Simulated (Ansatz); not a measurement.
Take BeSe in the zinc blende structure (space group F-43m, No. 216; a = 5.1777 Å) as the base.

One thing is altered: a hydrostatic pressure of 50 GPa.

Calculations: DFT with PBE, PAW potentials and a 420 eV plane-wave cutoff in Ansatz (a quantum-chemistry and plane-wave program), no spin-orbit coupling.

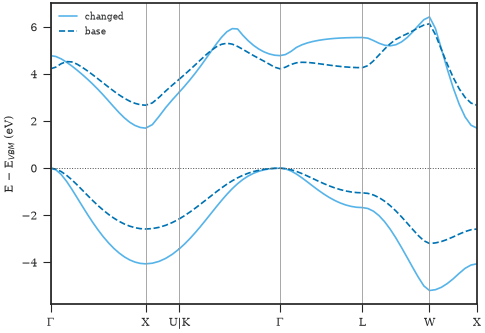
Figure. Highest valence and lowest conduction band along the path, each from its own valence-band maximum

Task: From the figure, how large is the changed gap, and is it direct?

Result: About 1.7 eV, indirect, Γ → X.

Load acts through the strain it causes; cell and atoms are relaxed under it. Whether these cells are dynamically stable was not tested. No other phases were tried under pressure.
